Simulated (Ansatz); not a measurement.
# How fast states decay through IF

A new crystal, IF: structure, gap and complex bands. It is built by putting I for part of the F in the F structure of space group C2/c, with the volume rescaled by atomic radii. The parent structure comes from the Materials Project.

Main program and level: Ansatz 0.2.0; PBEsol DFT, plane waves, PAW files, in the first sound run; inputs show where later runs differ.

The structure was built from a prototype and need not be the compound's stable phase.

## 1. Set-up

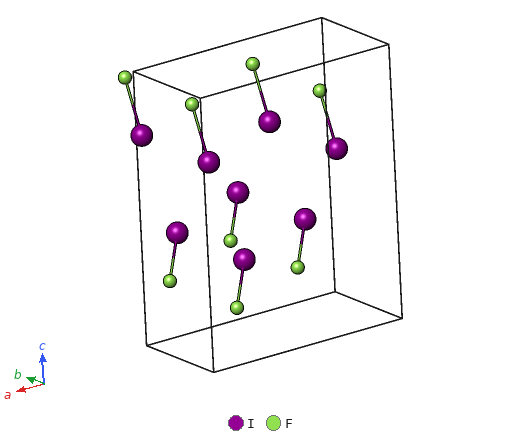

The cell as given, from a free direction (iodine purple, fluorine green). 1×2×1 cells are drawn. This picture shows the conventional cell, with its axes.

Coordinates:

```cif
data_structure
_symmetry_space_group_name_H-M 'C2'
_symmetry_Int_Tables_number 5
_cell_length_a 7.2615
_cell_length_b 4.4996
_cell_length_c 9.4046
_cell_angle_alpha 90.000
_cell_angle_beta 94.870
_cell_angle_gamma 90.000
_cell_volume 306.17
loop_
_atom_site_label
_atom_site_type_symbol
_atom_site_symmetry_multiplicity
_atom_site_Wyckoff_symbol
_atom_site_fract_x
_atom_site_fract_y
_atom_site_fract_z
_atom_site_occupancy
I1 I 4 c 0.75558 0.15975 0.34796 1
F1 F 4 c 0.24442 0.84025 0.15204 1
```

## 2. Relaxing the new crystal

The substituted atoms don't fit the parent's cell, so cell and atoms relax together. A small smearing keeps the run stable in case the gap closes on the way.

File input.yaml:

```yaml
crystal:
  lattice:
    - [3.6307264272, -2.2497825538, 0.0]
    - [3.6307264272, 2.2497825538, 0.0]
    - [-0.7983616641, 0.0, 9.3706786857]
  atoms:
    - { symbol: I, position: [0.59583288, 0.91533597, 0.5979555] }
    - { symbol: I, position: [0.08466403, 0.40416712, 0.9020445] }
    - { symbol: F, position: [0.40416712, 0.08466403, 0.4020445] }
    - { symbol: F, position: [0.91533597, 0.59583288, 0.0979555] }
kpoints:
  mp_grid: { grid: [6, 6, 4] }
scf:
  occupations: { method: gaussian, width: 0.03 }
hamiltonian:
  xc: pbesol
output:
  forces: true
  stress: true
relax:
  f_tol: 0.02
  max_steps: 60
  cell: {}
```

Command:

```bash
ansatz run input.yaml --threads 2 --pin off --max-ram 4096MiB --backend cpu --events-out ev --progress --plain --runs-dir out
```

Numbers of over 12 decimals in the logs are rounded to 6 here.

The program printed:

```text
Engine: ansatz 0.2.0, aarch64-unknown-linux-gnu
Pseudopotentials: kind: paw
Pseudopotential: I, paw, valence charge 17, recommended cutoff 420 eV (normal), I.paw.azcp
Pseudopotential: F, paw, valence charge 7, recommended cutoff 420 eV (normal), F.paw.azcp
Functional definition: PBEsol
  exchange = pbesol_x
  correlation = pbesol_c
Crystal: 4 atoms, lattice volume = 153.086 Å³
Basis set: ecut = 420 eV, 2999 PW (Γ), exchange–correlation on 60×60×128 points (8 copies of the dense FFT grid, shifted against one another)
Bands: 29, of which v1, the nominal top of the filled ones, is band 24 counted from 1 (23 counted from 0)
Symmetry: 2 space group operations
Space group: C2 (ITA 5), of the structure as read, at distance tolerance 5.3e-5 Å
k-points: 47 of 144 (time reversal used)
Non-local potential: I, projectors of the file, l = 0: 2, l = 1: 2, l = 2: 2, l = 3: 2
Non-local potential: F, projectors of the file, l = 0: 2, l = 1: 2, l = 2: 1
PAW form: soft (Blöchl's): semilocal exchange-correlation on the pseudo side does not see the compensation charge
PAW frozen core: I, regenerated for the run's functional, and the local potential with it (the file was generated under x = pbe(κ = 0.804, μ = 0.219515), c = pbe(β = 0.066725))
PAW frozen core: F, regenerated for the run's functional, and the local potential with it (the file was generated under x = pbe(κ = 0.804, μ = 0.219515), c = pbe(β = 0.066725))
PAW one-centre angular grid: I, 590 points (default); XC on 64 Gauss nodes
PAW one-centre angular grid: F, 110 points (default); XC on 64 Gauss nodes
Initial density: superposition of atomic densities (neutral atoms: chi_scale 0, normalization atom), corrected by the library's trained network
Initial wavefunctions: pseudopotential atomic-orbital guess
Functional: x = pbesol(κ = 0.804, μ = 0.123457), c = pbesol(β = 0.046)
SCF iter   1: F=—  HF=-16462.133182 eV  |F-HF|=—  |Δ(HF+E_count)|=         —  Δρ=1.34e-2  dr2=2.58e-1  ethr=1.77e-3  ⟨swp⟩=8.8  Hψ=7729  notcnv=0
preconditioner: auto → Resta (q_TF=auto, 2.249 Å⁻¹)  ε∞=3.5  [insulator: Δε(μ)=1.120 eV  Ē_g=9.243 eV  σ=0.030 eV  W_gap=1.00  n_scr=34 (ndim 8)  ℏωp=14.7 eV  f_vac=0.308  D(μ)=0.00/eV (n_scr^D=0)  ε∞_Penn≈3.5]
SCF iter   2: F=—  HF=-16462.099582 eV  |F-HF|=—  |Δ(HF+E_count)|=   3.36e-2  Δρ=7.97e-3  dr2=7.13e-2  ethr=5.38e-4  ⟨swp⟩=3.0  Hψ=2742  notcnv=0  defer=47
SCF iter   3: F=—  HF=-16462.085863 eV  |F-HF|=—  |Δ(HF+E_count)|=   1.37e-2  Δρ=1.44e-3  dr2=3.14e-3  ethr=1.49e-4  ⟨swp⟩=3.0  Hψ=2061  notcnv=0  defer=47
SCF iter   4: F=—  HF=-16462.085851 eV  |F-HF|=—  |Δ(HF+E_count)|=   1.16e-5  Δρ=2.48e-4  dr2=2.46e-4  ethr=6.54e-6  ⟨swp⟩=2.0  Hψ=2068  notcnv=0  defer=47
SCF iter   5: F=—  HF=-16462.085902 eV  |F-HF|=—  |Δ(HF+E_count)|=   5.10e-5  Δρ=1.06e-4  dr2=2.37e-5  ethr=5.12e-7  ⟨swp⟩=2.0  Hψ=2447  notcnv=0  defer=47
SCF iter   6: F=—  HF=-16462.085869 eV  |F-HF|=—  |Δ(HF+E_count)|=   3.38e-5  Δρ=3.83e-5  dr2=2.50e-6  ethr=4.94e-8  ⟨swp⟩=3.1  Hψ=2377  notcnv=0  defer=47
SCF iter   7: F=—  HF=-16462.085871 eV  |F-HF|=—  |Δ(HF+E_count)|=   2.06e-6  Δρ=7.39e-6  dr2=1.47e-7  ethr=5.21e-9  ⟨swp⟩=2.0  Hψ=1815  notcnv=0  defer=47
SCF iter   8: F=-16462.085871 eV  HF=-16462.085871 eV  |F-HF|=5.53e-10  |Δ(HF+E_count)|=   9.04e-8  Δρ=2.48e-6  dr2=1.54e-8  ethr=2.08e-10  ⟨swp⟩=5.0  Hψ=4896  notcnv=0
SCF 1 converged in 8 iterations: F = -16462.085871 eV  dr2 = 1.54e-8
  greatest PAW one-centre occupation: 0.999 electrons in one spin orbital (limit 2), on the I atom at site 1 (counted from 0), in its partial waves of l = 2
relax step   1: F+E_penalty+E_count = -16462.08587068 eV  Δ(F+E_penalty+E_count) = +0.000e0 eV  max|allowed force component| = 1.325e0 eV/Å  Δτ_max = 0.0000 Å  P = -3.352 GPa  Ω = 153.086 Å³  (8 SCF iters, dr2 threshold 1.00e-7 eV, accepted)
Crystal: 4 atoms, lattice volume = 144.331 Å³
Basis set: ecut = 420 eV, 2807 PW (Γ), exchange–correlation on 60×60×128 points (8 copies of the dense FFT grid, shifted against one another)
Initial density: handed on by an earlier stage of this run
Initial wavefunctions: those handed on with the density
iter 1 solved again at ethr=1.80e-3 eV; its pass at ethr=3.10e-3 eV (dr2=8.65e-1 eV) is discarded
SCF iter   1: F=—  HF=-16462.799018 eV  |F-HF|=—  |Δ(HF+E_count)|=         —  Δρ=4.01e-2  dr2=8.86e-1  ethr=1.80e-3  ⟨swp⟩=1.0  Hψ=8721  notcnv=0
preconditioner: auto → Resta (q_TF=auto, 2.271 Å⁻¹)  ε∞=3.4  [insulator: Δε(μ)=1.398 eV  Ē_g=9.784 eV  σ=0.030 eV  W_gap=1.00  n_scr=34 (ndim 8)  ℏωp=15.1 eV  f_vac=0.324  D(μ)=0.00/eV (n_scr^D=0)  ε∞_Penn≈3.4]
SCF iter   2: F=—  HF=-16462.597462 eV  |F-HF|=—  |Δ(HF+E_count)|=   2.02e-1  Δρ=1.77e-2  dr2=9.47e-2  ethr=1.80e-3  ⟨swp⟩=4.1  Hψ=2934  notcnv=0
SCF iter   3: F=—  HF=-16462.593823 eV  |F-HF|=—  |Δ(HF+E_count)|=   3.64e-3  Δρ=4.69e-3  dr2=1.03e-2  ethr=1.97e-4  ⟨swp⟩=4.1  Hψ=2953  notcnv=0  defer=1
SCF iter   4: F=—  HF=-16462.595931 eV  |F-HF|=—  |Δ(HF+E_count)|=   2.11e-3  Δρ=2.85e-3  dr2=7.93e-3  ethr=2.14e-5  ⟨swp⟩=2.8  Hψ=2315  notcnv=0  defer=1
SCF iter   5: F=—  HF=-16462.594436 eV  |F-HF|=—  |Δ(HF+E_count)|=   1.50e-3  Δρ=3.89e-4  dr2=3.20e-4  ethr=1.65e-5  ⟨swp⟩=2.0  Hψ=2269  notcnv=0  defer=13
SCF iter   6: F=—  HF=-16462.594432 eV  |F-HF|=—  |Δ(HF+E_count)|=   4.06e-6  Δρ=1.23e-4  dr2=2.98e-5  ethr=6.67e-7  ⟨swp⟩=2.3  Hψ=2086  notcnv=0  defer=13
SCF iter   7: F=—  HF=-16462.594441 eV  |F-HF|=—  |Δ(HF+E_count)|=   9.57e-6  Δρ=2.75e-5  dr2=1.72e-6  ethr=6.21e-8  ⟨swp⟩=2.1  Hψ=1778  notcnv=0  defer=13
SCF iter   8: F=-16462.594442 eV  HF=-16462.594442 eV  |F-HF|=1.85e-8  |Δ(HF+E_count)|=   4.14e-7  Δρ=1.02e-5  dr2=1.44e-7  ethr=8.33e-10  ⟨swp⟩=5.4  Hψ=5352  notcnv=0
SCF 2 converged in 8 iterations: F = -16462.594442 eV  dr2 = 1.44e-7
  greatest PAW one-centre occupation: 1.000 electrons in one spin orbital (limit 2), on the I atom at site 1 (counted from 0), in its partial waves of l = 2
relax step   2: F+E_penalty+E_count = -16462.59444171 eV  Δ(F+E_penalty+E_count) = -5.086e-1 eV  max|allowed force component| = 2.557e-1 eV/Å  Δτ_max = 0.1920 Å  P = -1.118 GPa  Ω = 144.331 Å³  energy of the carried Pulay correction = +1.098e-2 eV  (8 SCF iters, dr2 threshold 4.00e-7 eV, accepted)
Crystal: 4 atoms, lattice volume = 135.759 Å³
Basis set: ecut = 420 eV, 2641 PW (Γ), exchange–correlation on 60×60×128 points (8 copies of the dense FFT grid, shifted against one another)
iter 1 solved again at ethr=1.02e-3 eV; its pass at ethr=3.10e-3 eV (dr2=4.91e-1 eV) is discarded
SCF iter   1: F=—  HF=-16462.895635 eV  |F-HF|=—  |Δ(HF+E_count)|=         —  Δρ=3.42e-2  dr2=4.99e-1  ethr=1.02e-3  ⟨swp⟩=1.2  Hψ=8531  notcnv=0
[...]
relax step   9: F+E_penalty+E_count = -16463.07131503 eV  Δ(F+E_penalty+E_count) = +3.276e-4 eV  max|allowed force component| = 7.721e-3 eV/Å  Δτ_max = 0.0155 Å  P = +0.017 GPa  Ω = 132.202 Å³  energy of the carried Pulay correction = +2.731e-2 eV  (7 SCF iters, dr2 threshold 6.59e-9 eV, accepted)
relax step  10: F+E_penalty+E_count = -16463.06981591 eV  Δ(F+E_penalty+E_count) = +1.499e-3 eV  max|allowed force component| = 2.543e-2 eV/Å  Δτ_max = 0.0595 Å  P = +0.078 GPa  Ω = 134.048 Å³  energy of the carried Pulay correction = +2.473e-2 eV  (8 SCF iters, dr2 threshold 2.03e-8 eV, accepted)
relax step  11: F+E_penalty+E_count = -16463.06438333 eV  Δ(F+E_penalty+E_count) = +5.433e-3 eV  max|allowed force component| = 6.766e-2 eV/Å  Δτ_max = 0.1447 Å  P = +0.275 GPa  Ω = 139.050 Å³  energy of the carried Pulay correction = +1.792e-2 eV  (8 SCF iters, dr2 threshold 9.38e-8 eV, accepted)
relax step  12: F+E_penalty+E_count = -16463.06571691 eV  Δ(F+E_penalty+E_count) = -1.334e-3 eV  max|allowed force component| = 4.153e-2 eV/Å  Δτ_max = 0.0142 Å  P = +0.137 GPa  Ω = 139.281 Å³  energy of the carried Pulay correction = +1.761e-2 eV  (5 SCF iters, dr2 threshold 4.00e-7 eV, accepted)
relax step  13: F+E_penalty+E_count = -16463.06409601 eV  Δ(F+E_penalty+E_count) = +1.621e-3 eV  max|allowed force component| = 7.226e-3 eV/Å  Δτ_max = 0.0385 Å  P = -0.001 GPa  Ω = 143.005 Å³  energy of the carried Pulay correction = +1.270e-2 eV  (7 SCF iters, dr2 threshold 1.87e-7 eV, accepted)
relax step  14: F+E_penalty+E_count = -16463.05831570 eV  Δ(F+E_penalty+E_count) = +5.780e-3 eV  max|allowed force component| = 2.226e-2 eV/Å  Δτ_max = 0.0840 Å  P = +0.047 GPa  Ω = 147.418 Å³  energy of the carried Pulay correction = +7.035e-3 eV  (10 SCF iters, rejected (line search))
relax step  15: F+E_penalty+E_count = -16463.06219801 eV  Δ(F+E_penalty+E_count) = +1.898e-3 eV  max|allowed force component| = 2.834e-3 eV/Å  Δτ_max = 0.0359 Å  P = -0.005 GPa  Ω = 144.866 Å³  energy of the carried Pulay correction = +1.029e-2 eV  (10 SCF iters, accepted)
relax step  16: F+E_penalty+E_count = -16463.06132150 eV  Δ(F+E_penalty+E_count) = +8.765e-4 eV  max|allowed force component| = 7.865e-3 eV/Å  Δτ_max = 0.0158 Å  P = -0.012 GPa  Ω = 145.576 Å³  energy of the carried Pulay correction = +9.380e-3 eV  (9 SCF iters, accepted)
relax step  17: F+E_penalty+E_count = -16463.05963836 eV  Δ(F+E_penalty+E_count) = +1.683e-3 eV  max|allowed force component| = 8.057e-3 eV/Å  Δτ_max = 0.0000 Å  P = -0.049 GPa  Ω = 145.576 Å³  stress off target by 1.47e-1 GPa  SCF on the basis re-selected at this cell (its energy is not comparable with the rows above)  (7 SCF iters)
relax step  18: F+E_penalty+E_count = -16463.06117049 eV  Δ(F+E_penalty+E_count) = -1.532e-3 eV  max|allowed force component| = 1.279e-2 eV/Å  Δτ_max = 0.0291 Å  P = -0.043 GPa  Ω = 144.479 Å³  energy of the carried Pulay correction = +1.167e-3 eV  (7 SCF iters, dr2 threshold 5.41e-8 eV, accepted)
relax step  19: F+E_penalty+E_count = -16463.05930201 eV  Δ(F+E_penalty+E_count) = +1.868e-3 eV  max|allowed force component| = 1.396e-1 eV/Å  Δτ_max = 0.0188 Å  P = +0.204 GPa  Ω = 144.331 Å³  energy of the carried Pulay correction = +1.241e-3 eV  (7 SCF iters, dr2 threshold 1.28e-8 eV, rejected (line search))
relax step  20: F+E_penalty+E_count = -16463.06129107 eV  Δ(F+E_penalty+E_count) = -1.206e-4 eV  max|allowed force component| = 9.355e-4 eV/Å  Δτ_max = 0.0034 Å  P = +0.003 GPa  Ω = 144.426 Å³  energy of the carried Pulay correction = +1.222e-3 eV  (9 SCF iters, accepted)
iter 1 solved again at ethr=7.62e-7 eV; its pass at ethr=3.10e-3 eV (dr2=3.66e-4 eV) is discarded
SCF iter   1: F=—  HF=-16463.059633 eV  |F-HF|=—  |Δ(HF+E_count)|=         —  Δρ=1.17e-4  dr2=1.02e-6  ethr=7.62e-7  ⟨swp⟩=3.3  Hψ=10908  notcnv=0
preconditioner: auto → Resta (q_TF=auto, 2.271 Å⁻¹)  ε∞=3.3  [insulator: Δε(μ)=0.914 eV  Ē_g=9.954 eV  σ=0.030 eV  W_gap=1.00  n_scr=36 (ndim 8)  ℏωp=15.1 eV  f_vac=0.372  D(μ)=0.00/eV (n_scr^D=0)  ε∞_Penn≈3.3  vacuum switching on, ρ_ref=7.2e-3 e/Å³]
SCF iter   2: F=—  HF=-16463.060083 eV  |F-HF|=—  |Δ(HF+E_count)|=   4.50e-4  Δρ=5.85e-5  dr2=3.37e-7  ethr=2.13e-9  ⟨swp⟩=3.1  Hψ=2590  notcnv=0
SCF iter   3: F=—  HF=-16463.060179 eV  |F-HF|=—  |Δ(HF+E_count)|=   9.64e-5  Δρ=2.52e-5  dr2=6.46e-8  ethr=7.01e-10  ⟨swp⟩=3.0  Hψ=2432  notcnv=0
SCF iter   4: F=—  HF=-16463.060222 eV  |F-HF|=—  |Δ(HF+E_count)|=   4.29e-5  Δρ=2.75e-6  dr2=7.81e-9  ethr=1.35e-10  ⟨swp⟩=3.0  Hψ=2673  notcnv=0
SCF iter   5: F=—  HF=-16463.060224 eV  |F-HF|=—  |Δ(HF+E_count)|=   1.72e-6  Δρ=5.89e-7  dr2=9.92e-10  ethr=1.63e-11  ⟨swp⟩=2.0  Hψ=1833  notcnv=0
SCF iter   6: F=—  HF=-16463.060224 eV  |F-HF|=—  |Δ(HF+E_count)|=   1.18e-8  Δρ=1.68e-7  dr2=5.97e-11  ethr=2.07e-12  ⟨swp⟩=2.1  Hψ=1852  notcnv=0
SCF iter   7: F=-16463.060224 eV  HF=-16463.060224 eV  |F-HF|=3.64e-12  |Δ(HF+E_count)|=  1.16e-10  Δρ=4.22e-8  dr2=2.87e-12  ethr=1.00e-12  ⟨swp⟩=5.0  Hψ=4770  notcnv=0
SCF 21 converged in 7 iterations: F = -16463.060224 eV  dr2 = 2.87e-12
relax step  21: F+E_penalty+E_count = -16463.06022369 eV  Δ(F+E_penalty+E_count) = +1.067e-3 eV  max|allowed force component| = 9.690e-4 eV/Å  Δτ_max = 0.0000 Å  P = -0.009 GPa  Ω = 144.426 Å³  stress off target by 1.95e-2 GPa  SCF on the basis re-selected at this cell (its energy is not comparable with the rows above)  (7 SCF iters)
basis re-selected at this cell: Δ(F+E_penalty+E_count) = +1.067e-3 eV, ΔP = -0.012 GPa vs the last step (what re-selecting the basis moved, of the pressure what is left beyond the Pulay correction that the steps carried, after the strain that the cell walked since its last selection, with what the two solves' SCF thresholds leave and, on support functions, any second-order correction that the steps lacked; it is no m [...]
SCF converged after 7 iterations
Free energy (F): -16463.060224 eV
Harris-Foulkes:  -16463.060224 eV  (|F-HF|=3.64e-12)
Internal energy: -16463.060224 eV  (E = F + TS)
E sigma→0 (E₀):  -16463.060224 eV
Fermi energy:    1.619545 eV
--- Per-component energies (eV) ---
  E_band       = -1058.740499
  E_kinetic    = 788.309843
  E_local      = -8538.652460  (includes V_loc(G=0)·N_el)
  E_nonlocal   = -34.366216
  E_hartree    = 4069.068509
  E_xc         = -410.461437
  E_vxc        = -457.878728  (∫ρ·V_xc dr)
  E_paw        = -9853.763962  (= ΣΔE_a)
  E_vpaw       = -954.293857  (= ΣTr[D̂ρ^β])
  E_aug_tail   = 0.003963  (compensation charges beyond the density's cutoff)
  E_ewald      = -2484.107633
  E_core_change = 0.909169  (= ΣΔE_core)
  E_smearing   = -0.000000  (= −TS)
  E_closure    = -0.000000  (closes the sum)
  Σ components = -16463.060224   (vs F -16463.060224, Δ=0.00e0)
--- Forces (eV/Å), atoms counted from 1 ---
  atom   1  I     -0.00007163     0.00004845     0.00067967
  atom   2  I      0.00007163     0.00004845    -0.00067967
  atom   3  F     -0.00027423    -0.00004881    -0.00096900
  atom   4  F      0.00027423    -0.00004881     0.00096900
  max |Σ_I F_I| component: 7.05e-7 eV/Å
--- Stress (GPa, compression-positive) ---
        0.007156       0.000000       0.004574
        0.000000      -0.014384       0.000000
        0.004574       0.000000      -0.018701
  P = ⅓ Tr σ = -0.0086 GPa (-0.086 kbar)
--- Relaxed structure (19 steps of the walk, 17 accepted, 2 SCFs on fresh bases) ---
  F+E_penalty+E_count = -16463.06022369 eV   max|allowed force component| = 9.690e-4 eV/Å   (the final SCF, on the basis selected at the relaxed cell)
  cell:  # Å, volume = 144.4260 Å³
    - [3.713364, -2.065680, 0.033062]
    - [3.713364, 2.065680, 0.033062]
    - [-0.731203, 0, 9.407719]
  atoms:
    - { symbol: I, position: [0.672330, 0.808198, 0.635864] }
    - { symbol: I, position: [0.191802, 0.327670, 0.864136] }
    - { symbol: F, position: [0.296203, 0.160336, 0.494632] }
    - { symbol: F, position: [0.839664, 0.703797, 0.00536798] }
```

It took 2.5 min on 2 threads of Arm Neoverse V2, shared host; peak memory 0.46 GiB.

Relaxation path:

```
step  energy less that of the first step (eV)  largest force component (eV/Å)  pressure (GPa)  volume (Å³)
   1                                   0.0000                          1.3249           -3.35       153.09
   2                                  -0.5086                          0.2557           -1.12       144.33
   3                                  -0.6820                          0.5461            1.13       135.76
   4                                  -0.8930                          0.3726            0.76       130.47
   5                                  -0.9801                          0.1729           -0.28       126.74
   6                                  -0.9876                          0.0204            0.16       129.56
   7                                  -0.9862                          0.0428            0.00       131.18
   8                                  -0.9858                          0.0117           -0.01       131.76
   9                                  -0.9854                          0.0077            0.02       132.20
  10                                  -0.9839                          0.0254            0.08       134.05
  11                                  -0.9785                          0.0677            0.27       139.05
  12                                  -0.9798                          0.0415            0.14       139.28
  13                                  -0.9782                          0.0072            0.00       143.01
  14                                  -0.9724                          0.0223            0.05       147.42
  15                                  -0.9763                          0.0028           -0.01       144.87
  16                                  -0.9755                          0.0079           -0.01       145.58
 17*                                  -0.9738                          0.0081           -0.05       145.58
  18                                  -0.9753                          0.0128           -0.04       144.48
  19                                  -0.9734                          0.1396            0.20       144.33
  20                                  -0.9754                          0.0009            0.00       144.43
 21*                                  -0.9744                          0.0010           -0.01       144.43
```

Relaxation steps marked * repeat the geometry before them on a plane-wave basis chosen anew for their cell, so energy and pressure can jump there. Relaxation steps 14, 19 were tried and not accepted.

Forces are held to the 2 operations that the run works with; a distortion that breaks them can't arise in this run.

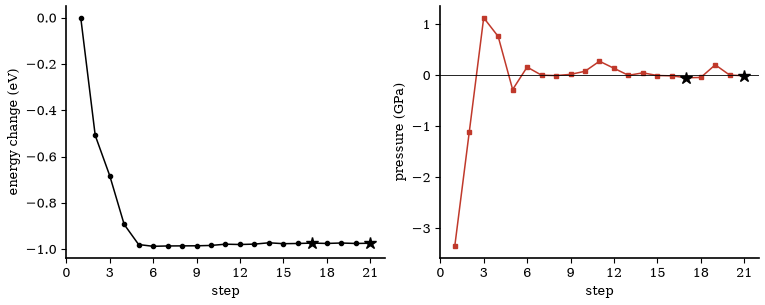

Energy and pressure along the relaxation. Stars mark steps on a basis chosen anew.

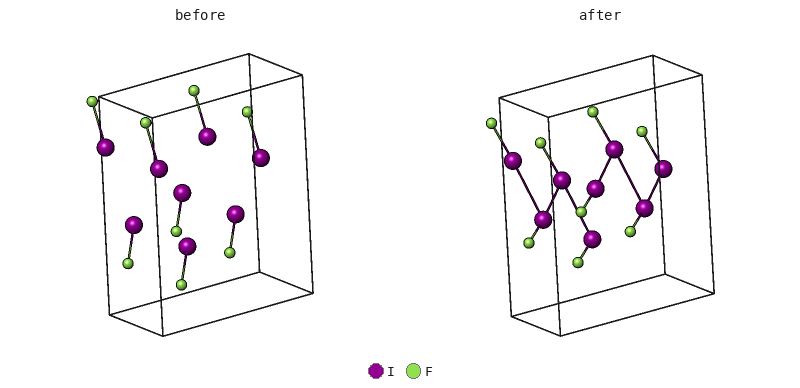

The structure before and after the relaxation, drawn at the same scale.

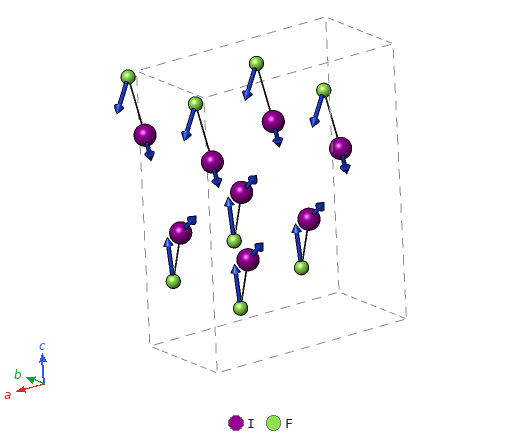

Displacements in the relaxation, exaggerated, measured against the changing cell; the longest in the cell stands for 0.97 Å. 1×2×1 conventional cells are drawn.

```
     cell as run  before  after  change
           a (Å)   4.271  4.249  -0.5 %
           b (Å)   4.271  4.249  -0.5 %
           c (Å)   9.405  9.436  +0.3 %
           α (°)   94.14  93.44  -0.7 %
           β (°)   94.14  93.44  -0.7 %
           γ (°)   63.57  58.17  -8.5 %
volume (Å³/atom)   38.27  36.11  -5.7 %
```

The atoms that moved most (Å, as changes of fractional coordinates times the final cell):

```
atom      dx      dy      dz  length
  F3  -0.188   0.379   0.870   0.967
  F4   0.188   0.379  -0.870   0.967
  I2   0.141  -0.379  -0.356   0.539
  I1  -0.141  -0.379   0.356   0.539
```

Numbers from this step:

| Property | Result |
| --- | --- |
| free energy | -16463.0602 eV |
| Fermi energy | 1.620 eV |
| pressure | -0.008643 GPa |

The largest force component on a free atom ends at 9.7e-4 eV/Å.

(Part 1 of 3 ends here.)

[Logs are printed without paths, hosts, clocks, repeated set-up lines and the standing remarks that a program may print on its own settings, such as how far it seeks lower states.]

[Hosts, paths, dates, database ids (printed as entryN), source tags and the programs' standing remarks are cut or masked in the printed files.]

[New means built here by substitution; the compound itself may be known and measured.]
